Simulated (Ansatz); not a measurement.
## C₂H₂₃NO₁₀: geometry relaxation (part 2 of 3)

C₂H₂₃NO₁₀ (disordered cell, 36 atoms in the cell); DFT PBE-D3(BJ), scalar-relativistic, plane waves, PAW, no spin polarisation (Ansatz 0.2.0); cutoff 420 eV, 1×1×1 k-mesh, Fermi–Dirac smearing of 0.05 eV. The run did not end well. It belongs to a series of runs on one base structure; here: start relaxed. The run did not end well; see the last part.

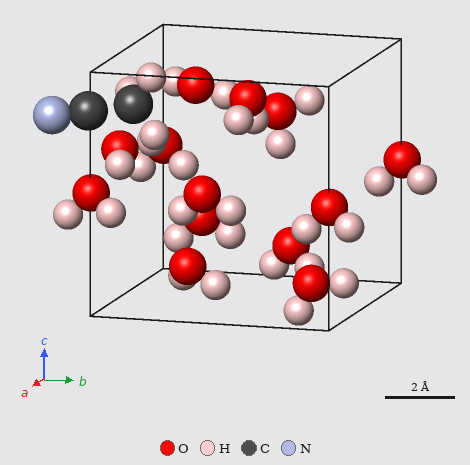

Fig. 1: The geometry at step 4 of the log (spheres-only view of the cell of the calculation, seen slightly off an axis).

### Output, continued
```
--- Forces (eV/Å), atoms counted from 1 ---
  atom   1  O     -0.49407872     1.07362537    -0.14208453
  atom   2  H      0.48141736    -1.00064924    -0.02148706
  atom   3  H      0.01914253    -0.03544501     0.02948210
  atom   4  O     -0.11642743     0.14126293    -0.17883164
  atom   5  H      0.15640715    -0.04745772     0.07242206
  atom   6  H      0.05576355    -0.08042491     0.03264644
  atom   7  O      0.04863254    -0.04468877     0.00539281
  atom   8  H     -0.00817126    -0.01597424     0.02646480
  atom   9  H     -0.01549597     0.01167436     0.02801928
  atom  10  O     -0.06167464     0.08413620    -0.05251671
  atom  11  H     -0.00955753    -0.03712194     0.07635599
  atom  12  H     -0.02195164     0.02085061     0.06994594
  atom  13  O      0.00567645     0.00219364    -0.07227377
  atom  14  H     -0.01376822    -0.01711050     0.01698920
  atom  15  H     -0.04580580    -0.01729962    -0.03591004
  atom  16  O      0.04669367    -0.16494350    -0.10334522
  atom  17  H     -0.01402944    -0.06311457     0.02151377
  atom  18  H      0.04196038     0.10907449     0.16014479
  atom  19  O      0.00587988     0.03652586     0.02447033
  atom  20  H     -0.07087830     0.03335396    -0.10445139
  atom  21  H      0.00734752     0.01169197     0.00843210
  atom  22  O     -0.17509159    -0.38914111    -0.51055367
  atom  23  H      0.02886155     0.08378042     0.21058228
  atom  24  H      0.16484266     0.35068089     0.47652006
  atom  25  O     -0.02074341     0.03144298     0.04475677
  atom  26  H     -0.02449763    -0.01485154    -0.05579270
  atom  27  H     -0.00566355    -0.04030043    -0.04333956
  atom  28  O      0.02656092    -0.01165905    -0.08595435
  atom  29  H     -0.05359052    -0.00965935     0.01630435
  atom  30  H      0.03467912     0.02024925     0.05073179
  atom  31  C     -0.03816753    -0.00954222    -0.00467819
  atom  32  C      0.00541758     0.04714547     0.08083371
  atom  33  N     -0.00691583    -0.01656627    -0.05988055
  atom  34  H      0.04163007     0.03550613    -0.00115672
  atom  35  H      0.01558089    -0.03183416    -0.03127140
  atom  36  H      0.01007298    -0.04542783     0.05146779
  max |Σ_I F_I| component: 5.78e-5 eV/Å
End of that report.
Error: geometry relaxation did not converge after 15 steps: max|allowed force component| = 1.07e0 eV/Å (threshold 3.0e-1). Raise `relax.max_steps` over both its present limit and 15, loosen `relax.f_tol`, or start from a geometry closer to equilibrium. Where this run's directory can be resumed (`checkpoint.write`), a resume goes on for up to `relax.max_steps` more
```

### Trajectory as extended XYZ (Å, eV, eV/Å), 14 of the 15 frames kept, from step=1 to step=15
```
36
Lattice="7.2874 0.0000 0.0000 0.0000 7.2874 0.0000 0.0000 0.0000 7.2874" Properties=species:S:1:pos:R:3:forces:R:3 step=1 energy=-6924.71557
O     4.0708   -0.0518    4.3347    0.1812  -0.1838  -0.0254
H     3.4827    0.7137    4.4138   -0.2892   0.2525   0.1228
H     4.9559    0.3376    4.2790    0.0840  -0.1279  -0.0850
O     6.0789    3.0646    3.5854    0.3381   0.1221   0.5704
H     5.9969    3.7676    2.9242   -0.1437  -0.1076  -0.0302
H     5.9796    2.2485    3.0733   -0.2177   0.2153  -0.4500
O     2.5833    4.2056    5.4560    0.1970   0.5246   0.0159
H     2.0748    4.8819    5.9274   -0.1896   0.6843  -0.3769
H     2.1970    4.1988    4.5678    0.2003   0.3361  -0.1555
O     1.3843    1.6646    1.8552    0.0244   0.0991   0.1777
H     1.1556    2.4419    1.3244   -0.0519  -0.0351  -0.0133
H     1.3138    0.9264    1.2321   -0.0639  -0.1787  -0.0360
O     0.0472    7.0833    3.8996   -1.0375   0.5940  -2.7656
H     0.0255    7.9443    3.4565    0.4322   0.1866  -0.6214
H    -0.0176    6.4448    3.1742   -0.1282   0.0364  -0.4332
O     3.0100    4.8470    1.5603    0.0193  -0.0701   0.1264
H     3.3501    5.5061    0.9374    0.0155   0.0335  -0.0445
H     2.5037    4.2375    1.0033    0.1033  -0.0488  -0.1596
O     5.3551    2.2838    0.9910   -0.7847   0.1169   1.4375
H     4.6378    1.7366    0.6387   -0.3702   0.4531   0.1044
H     5.0730    3.1907    0.8007   -0.0991   0.2813  -0.2256
O     2.2628    1.9397    5.8585   -0.0558  -1.1741   0.5072
H     1.5245    2.5359    5.6650    0.3417   0.2256  -0.0552
H     1.8341    1.1301    6.1731    0.0184  -0.5012  -0.2099
O     6.4064    6.7084    0.8230   -0.4901  -0.9101   2.1964
H     6.2465    6.2577   -0.0192   -0.2130  -0.8321   0.3593
H     5.7130    7.3835    0.8628    0.2671  -0.4023   0.6601
O     5.8464    4.1627    6.4135    0.0733   0.5167   0.2261
H     5.2646    4.4177    5.6823   -0.2885  -0.1297  -0.2429
H     6.7381    4.3168    6.0682    0.0398   0.0917  -0.1307
C     6.3413    1.0626    6.3777    1.1238  -0.0383  -1.9631
C     7.2787   -0.0184    6.0832    1.3806  -1.0825   0.1848
N     8.0348   -0.8904    5.8457   -0.4134   0.8193   2.5753
H     5.3841    0.6512    6.7032    0.0178   0.1766  -0.8601
H     6.7390    1.6988    7.1705    0.0208  -0.1975  -0.3087
H     6.1782    1.6713    5.4863   -0.0411   0.2546  -0.0726
36
Lattice="7.2874 0.0000 0.0000 0.0000 7.2874 0.0000 0.0000 0.0000 7.2874" Properties=species:S:1:pos:R:3:forces:R:3 step=2 energy=-6926.64012
O     4.0682   -0.0538    4.3343    0.0124  -0.0033   0.0140
H     3.4805    0.7171    4.4274   -0.0909   0.0643   0.1144
H     4.9574    0.3263    4.2672    0.0742  -0.1481  -0.1534
O     6.1178    3.0652    3.5951    0.3081   0.0472   0.3202
H     5.9808    3.7795    2.9523   -0.1274  -0.0395   0.1035
H     5.9539    2.2720    3.0558   -0.2120   0.2649  -0.2314
O     2.5882    4.2624    5.4554    0.0381   0.0112  -0.0093
H     2.0672    4.9617    5.8829   -0.1606   0.5788  -0.3030
H     2.2390    4.2406    4.5501    0.2496   0.2596  -0.0956
O     1.3862    1.6635    1.8605   -0.0387  -0.0254   0.1043
H     1.1486    2.4353    1.3251   -0.0492  -0.0297   0.0063
H     1.3063    0.9175    1.2439    0.0020  -0.0730   0.0240
O    -0.0252    7.1106    3.7817   -0.5924   0.5745  -1.0147
H     0.0813    7.9689    3.3298    0.3859  -0.1990  -0.3171
H    -0.0431    6.4587    3.0673   -0.1179   0.0694  -0.3801
O     3.0120    4.8403    1.5585   -0.0073  -0.0510   0.0580
H     3.3520    5.5075    0.9426    0.0171   0.0119   0.0086
H     2.5207    4.2297    0.9881    0.1162  -0.0291  -0.1337
O     5.2669    2.3094    1.1067   -0.7077   0.2168   0.3615
H     4.5795    1.7855    0.6603   -0.2030   0.3399   0.1890
H     5.0714    3.2196    0.7921    0.1636  -0.2357  -0.0436
O     2.2816    1.8647    5.9025   -0.1564  -0.5194   0.3131
H     1.5885    2.5146    5.6766    0.5857   0.0313   0.0344
H     1.8036    1.0564    6.1471    0.0886  -0.2653  -0.2373
O     6.3559    6.5933    0.9720   -0.5856  -0.2578   0.7032
H     6.2374    6.1846    0.0901   -0.1234  -0.5672   0.5996
H     5.7336    7.3413    0.9596    0.2491  -0.3108   0.5003
O     5.8422    4.2395    6.4293   -0.0469   0.4543  -0.1384
H     5.2473    4.3913    5.6680   -0.0591  -0.1668   0.1208
H     6.7316    4.3312    6.0472   -0.1103   0.0261  -0.0381
C     6.3783    1.0649    6.3040    0.6275  -0.2667  -0.3872
C     7.3180   -0.0346    6.1238    0.3094  -0.0465  -0.3279
N     8.0746   -0.9105    5.9859   -0.0176   0.2688   1.0796
H     5.3998    0.6656    6.5851   -0.0010  -0.0287  -0.4154
H     6.7203    1.6906    7.1345   -0.0626  -0.0391  -0.1658
H     6.2285    1.6903    5.4259    0.2420   0.0842  -0.2581
36
Lattice="7.2874 0.0000 0.0000 0.0000 7.2874 0.0000 0.0000 0.0000 7.2874" Properties=species:S:1:pos:R:3:forces:R:3 step=3 energy=-6927.77919
O     4.0536   -0.0657    4.3479    0.0668   0.2465   0.0094
H     3.5014    0.7331    4.4750    0.1324  -0.1296   0.1035
H     4.9550    0.2703    4.1782   -0.1287  -0.2487  -0.1571
O     6.2204    3.0729    3.6149   -0.5158  -0.0217  -0.9363
H     5.9366    3.8315    3.0496    0.1952  -0.3567   0.6075
H     5.8692    2.3348    3.0435    0.2645   0.6474   0.4501
O     2.5731    4.2951    5.4632   -0.3580   0.1050  -0.5946
H     2.0651    5.0734    5.7866    0.0331   0.1206  -0.2081
H     2.3638    4.2979    4.5015    0.3775   0.1193   0.4798
O     1.3694    1.6479    1.8792   -0.0280  -0.2133   0.0386
H     1.1285    2.4157    1.3387   -0.0675  -0.0160   0.0751
H     1.3281    0.9010    1.2557    0.0703   0.0532   0.0464
O    -0.1792    7.1622    3.6744    0.5703   1.8637  -1.2372
H     0.2353    7.9905    3.2257   -0.6065  -1.5651   0.6762
H    -0.0944    6.4909    2.9754   -0.2109   0.1279  -0.1345
O     3.0011    4.8286    1.5548   -0.0943  -0.0830  -0.0990
H     3.3663    5.5127    0.9697    0.0083  -0.0410   0.0885
H     2.5703    4.2117    0.9379    0.1800   0.0842  -0.0163
O     5.1475    2.2974    1.1910   -0.7281   1.1956  -0.8653
H     4.4401    1.8421    0.6866    0.0086   0.2778   0.3992
H     5.1246    3.2114    0.7419    0.2456  -1.3329   0.6026
O     2.3605    1.7885    5.9861   -0.7739  -0.5402   0.1101
H     1.7409    2.5021    5.6930    0.8408  -0.2229   0.1978
H     1.8100    0.9710    6.0666    0.5598   0.4854  -0.2365
O     6.2740    6.5089    1.1177   -0.7253   0.1526  -0.3338
H     6.1803    6.0859    0.2302   -0.0837  -0.3185   0.6832
H     5.7199    7.3184    1.0421    0.4445  -0.5346   0.4902
O     5.8217    4.3408    6.4499   -0.1742   0.1981  -0.9233
H     5.1950    4.3490    5.6750    0.3478  -0.0476   0.7887
H     6.6983    4.3365    6.0069   -0.4198   0.0003   0.2314
C     6.4094    1.0619    6.2536    0.2023  -0.2604   0.4337
C     7.3480   -0.0412    6.1474   -0.1648   0.3344  -0.5020
N     8.1091   -0.9158    6.0864    0.1869   0.0498   0.5299
H     5.4152    0.6619    6.4937    0.0652  -0.0466  -0.3036
H     6.7016    1.6828    7.1125   -0.0630  -0.0585  -0.1778
H     6.2915    1.6946    5.3764    0.3425  -0.0249  -0.3165
36
Lattice="7.2874 0.0000 0.0000 0.0000 7.2874 0.0000 0.0000 0.0000 7.2874" Properties=species:S:1:pos:R:3:forces:R:3 step=4 energy=-6928.47967
O     4.0489   -0.0831    4.3567    0.2604   0.2805  -0.0878
H     3.5574    0.7469    4.5372    0.1972  -0.2005   0.0607
H     4.9506    0.1957    4.0791   -0.3233  -0.2040   0.0070
O     6.2143    3.0944    3.6211   -0.4272   0.1278  -0.7554
H     5.9170    3.8845    3.1161    0.1751  -0.2430   0.4521
H     5.8502    2.3956    3.0196    0.1710   0.3668   0.3453
O     2.5533    4.2927    5.4503   -0.2076   0.1499  -0.9545
H     2.0744    5.1081    5.7312   -0.0375   0.0131  -0.0440
H     2.4785    4.3500    4.4649    0.2751  -0.0191   0.7301
O     1.3794    1.6099    1.8958   -0.0351  -0.1269  -0.0353
H     1.1007    2.3923    1.3923   -0.0299  -0.0638   0.1312
H     1.3674    0.8906    1.2390    0.0819   0.0697   0.0319
O    -0.2223    7.2460    3.6383    0.4507   1.0993  -0.9461
H     0.2766    8.0013    3.1842   -0.5331  -0.9183   0.4708
H    -0.1888    6.5501    2.9557   -0.1721   0.1238  -0.0599
O     2.9705    4.8211    1.5542   -0.1087  -0.1277  -0.2895
H     3.3881    5.5153    1.0143   -0.0378  -0.0942   0.1621
H     2.6271    4.1983    0.8844    0.1981   0.2060   0.1402
O     5.0675    2.3019    1.1921   -0.5731   0.7569  -0.7607
H     4.2736    1.9236    0.7496    0.2262   0.2844   0.3746
H     5.1656    3.1809    0.7081    0.0242  -1.0182   0.4396
O     2.4428    1.7432    6.0569   -0.7438  -0.5402  -0.0476
H     1.9063    2.5020    5.7184    0.6953  -0.0724   0.1819
H     1.8501    0.9504    6.0039    0.6480   0.5336  -0.0467
O     6.2352    6.4395    1.1607   -0.5411   0.0646  -0.1920
H     6.0766    6.0025    0.2928   -0.0240  -0.2740   0.4160
H     5.7292    7.2752    1.1150    0.2144  -0.2699   0.2885
O     5.7903    4.3662    6.4640   -0.1306   0.1334  -0.5235
H     5.1369    4.3487    5.7239    0.1242  -0.0143   0.4873
H     6.6467    4.3401    5.9916   -0.2336  -0.0003   0.1692
C     6.4238    1.0553    6.2239    0.0684  -0.1452   0.3550
C     7.3665   -0.0397    6.1462   -0.1170   0.2085  -0.3649
N     8.1376   -0.9075    6.1201    0.1613   0.0752   0.3537
H     5.4142    0.6490    6.3871    0.1063   0.0118  -0.2121
H     6.6654    1.6686    7.1035   -0.0566  -0.0910  -0.1468
H     6.3792    1.6911    5.3368    0.2529  -0.0814  -0.1328
36
Lattice="7.2874 0.0000 0.0000 0.0000 7.2874 0.0000 0.0000 0.0000 7.2874" Properties=species:S:1:pos:R:3:forces:R:3 step=5 energy=-6928.97383
O     4.0695   -0.1049    4.3331    0.1775   0.3580  -0.0327
H     3.6167    0.7297    4.5958    0.2884  -0.3386  -0.0352
H     4.9719    0.1559    4.0366   -0.3224  -0.1241   0.0390
O     6.2102    3.1349    3.6009   -0.1581   0.1899  -0.2223
H     5.8959    3.9418    3.1516    0.0806  -0.0065   0.2004
H     5.8132    2.4576    3.0139   -0.0072   0.0465   0.0322
O     2.5613    4.2972    5.4086   -0.0818   0.0695  -0.9010
H     2.0717    5.1061    5.6916   -0.0589   0.0193   0.0492
H     2.5471    4.3912    4.4249    0.1914  -0.0842   0.6460
O     1.3837    1.5769    1.9141   -0.0347  -0.0355  -0.2239
H     1.0793    2.3797    1.4542    0.0293  -0.1490   0.1854
H     1.4172    0.8971    1.2137    0.0736   0.1598   0.1145
O    -0.2631    7.3135    3.5900   -0.1272   0.0551  -0.2905
H     0.2632    8.0153    3.1450    0.0310  -0.0475  -0.0345
H    -0.2733    6.6054    2.9163   -0.1331   0.1551  -0.0140
O     2.9368    4.8087    1.5597   -0.0782  -0.1422  -0.5620
H     3.4000    5.5218    1.0785   -0.0928  -0.1831   0.2710
H     2.6711    4.2005    0.8364    0.1965   0.3279   0.3521
O     5.0022    2.3015    1.1889   -0.5728   0.1180  -0.4627
H     4.1571    1.9640    0.8049    0.4356   0.3455   0.3092
H     5.1752    3.1301    0.6700   -0.0944  -0.5006   0.1692
O     2.5413    1.7094    6.1149   -0.7052  -0.3457  -0.1821
H     2.0986    2.5176    5.7463    0.5768  -0.0921   0.1821
H     1.9084    0.9607    5.9686    0.6512   0.5081   0.0821
O     6.1444    6.3735    1.2085   -0.3538   0.0353  -0.0414
H     5.9900    5.9142    0.3548   -0.0512  -0.1988   0.1712
H     5.7069    7.2422    1.1383    0.0788  -0.1676   0.1499
O     5.7482    4.3928    6.4852   -0.0071   0.0489  -0.0483
H     5.0728    4.3459    5.7805   -0.1502   0.0263   0.1121
H     6.5882    4.3417    5.9952   -0.0707  -0.0050   0.0344
C     6.4432    1.0448    6.2042   -0.0354  -0.0030   0.1305
C     7.3944   -0.0375    6.1468   -0.0152   0.0042  -0.2028
N     8.1804   -0.8937    6.1521    0.0553   0.1147   0.2175
H     5.4234    0.6327    6.2954    0.1918   0.0555  -0.1544
H     6.6380    1.6505    7.0996   -0.0497  -0.0964  -0.1096
H     6.4659    1.6820    5.3099    0.1390  -0.1145   0.0689
36
Lattice="7.2874 0.0000 0.0000 0.0000 7.2874 0.0000 0.0000 0.0000 7.2874" Properties=species:S:1:pos:R:3:forces:R:3 step=6 energy=-6929.33418
O     4.1030   -0.1282    4.3146   -0.0888   0.3141   0.0934
H     3.6836    0.7009    4.6455    0.2969  -0.3814  -0.1194
H     4.9898    0.1290    3.9843   -0.0845  -0.0104   0.0086
O     6.1737    3.1825    3.5942    0.0201   0.1712  -0.0171
H     5.8902    4.0104    3.1716    0.0153   0.0895   0.0798
H     5.7714    2.5267    2.9928   -0.1197  -0.0664  -0.0810
O     2.5890    4.2984    5.3540   -0.0330   0.0369  -0.4260
H     2.0741    5.0874    5.6557   -0.0021  -0.0241   0.0431
H     2.6135    4.4227    4.3831    0.1353  -0.0614   0.2411
O     1.4081    1.5581    1.9289   -0.0357  -0.0217  -0.3557
H     1.0754    2.3826    1.5272    0.0809  -0.1954   0.1887
H     1.4796    0.9306    1.1800    0.0455   0.2526   0.2275
O    -0.3173    7.3533    3.5386   -0.3444  -0.2979   0.0339
H     0.2633    8.0088    3.1109    0.2499   0.2288  -0.2246
H    -0.3717    6.6445    2.8666   -0.0752   0.1329  -0.0316
O     2.8802    4.8008    1.5773    0.1421   0.0169  -0.8216
H     3.4299    5.5179    1.1873   -0.2433  -0.3755   0.4173
H     2.7077    4.2251    0.7974    0.1266   0.3741   0.5176
O     4.9456    2.2786    1.1783   -0.3830  -0.1268  -0.1105
H     4.0690    1.9857    0.8428    0.3292   0.2378   0.1607
H     5.1535    3.0782    0.6454   -0.0870  -0.1785  -0.0360
O     2.6475    1.7025    6.1669   -0.5454  -0.0333  -0.2568
H     2.2913    2.5422    5.7618    0.4398  -0.2161   0.2159
H     1.9947    0.9923    5.9611    0.4893   0.3784   0.1092
O     6.0148    6.2992    1.2527   -0.3700   0.2442   0.0243
H     5.8997    5.8307    0.3983   -0.0349  -0.1542   0.0148
H     5.6541    7.2025    1.1432    0.0952  -0.3159   0.0809
O     5.6939    4.3933    6.5036    0.0042   0.0460   0.0380
H     4.9808    4.3805    5.8365   -0.1625   0.0247   0.0213
H     6.5102    4.3356    5.9768   -0.0854  -0.0237  -0.0097
C     6.4720    1.0328    6.1926   -0.0596   0.0512   0.0089
C     7.4314   -0.0390    6.1491    0.0820  -0.1242  -0.0789
N     8.2305   -0.8839    6.1801   -0.0301   0.1238   0.1071
H     5.4494    0.6167    6.2151    0.2081   0.0562  -0.1044
H     6.6208    1.6203    7.1075   -0.0359  -0.0789  -0.0797
H     6.5486    1.6810    5.3073    0.0566  -0.0905   0.1200
36
Lattice="7.2874 0.0000 0.0000 0.0000 7.2874 0.0000 0.0000 0.0000 7.2874" Properties=species:S:1:pos:R:3:forces:R:3 step=7 energy=-6929.62591
O     4.1356   -0.1494    4.3097   -0.2209   0.1100   0.1353
H     3.7395    0.6719    4.6718    0.1795  -0.2265  -0.0833
H     5.0093    0.1101    3.9583    0.1359   0.0530  -0.0670
O     6.1821    3.2367    3.5557   -0.1539   0.0608  -0.1010
H     5.8753    4.0877    3.1971    0.0663   0.0045   0.0439
H     5.6913    2.6040    2.9862    0.0443   0.0980   0.0027
O     2.6364    4.2949    5.3071    0.0040   0.0334   0.0512
H     2.0991    5.0659    5.6240    0.0682  -0.0696  -0.0173
H     2.7019    4.4430    4.3497    0.0716   0.0044  -0.1341
O     1.4390    1.5515    1.9464   -0.0337  -0.0435  -0.3953
H     1.0949    2.3993    1.6070    0.0901  -0.1792   0.1827
H     1.5435    0.9864    1.1517    0.0250   0.2707   0.2976
O    -0.3699    7.3615    3.4888   -0.1486  -0.1348   0.0091
H     0.2648    7.9876    3.0803    0.0764   0.0595  -0.1356
H    -0.4707    6.6712    2.8025   -0.0260   0.0831  -0.0520
O     2.8229    4.7996    1.6105    0.6447   0.4452  -0.9281
H     3.4953    5.4907    1.3489   -0.6216  -0.7345   0.5181
H     2.7323    4.2810    0.7784    0.0482   0.3356   0.5795
O     4.8940    2.2553    1.1838   -0.0115  -0.1230   0.0684
H     4.0070    1.9908    0.8777   -0.0006   0.0784   0.0146
H     5.1316    3.0097    0.6052   -0.0638  -0.0260  -0.0653
O     2.7416    1.7187    6.2069   -0.1996   0.2023  -0.1527
H     2.4509    2.5722    5.7784    0.2568  -0.2126   0.1649
H     2.0875    1.0360    5.9622    0.1743   0.1203   0.0339
O     5.8389    6.2312    1.2869   -0.4566   0.5348  -0.2257
H     5.8108    5.7663    0.4172    0.0036  -0.0849   0.1150
H     5.5870    7.1703    1.1196    0.1148  -0.5935   0.1479
O     5.6171    4.3901    6.5072   -0.0306   0.0049  -0.0885
H     4.8632    4.4116    5.8790   -0.0391   0.0324   0.0901
H     6.4046    4.3081    5.9378   -0.1839  -0.0252   0.0037
C     6.5088    1.0173    6.1800   -0.0057   0.0347   0.0282
C     7.4742   -0.0481    6.1464    0.1619  -0.1678   0.0004
N     8.2818   -0.8844    6.1958   -0.0764   0.0993   0.0307
H     5.4925    0.5991    6.1421    0.0672  -0.0073  -0.0686
H     6.6141    1.5813    7.1137   -0.0034  -0.0383  -0.0235
H     6.6226    1.6818    5.3152    0.0433   0.0003   0.0192
```
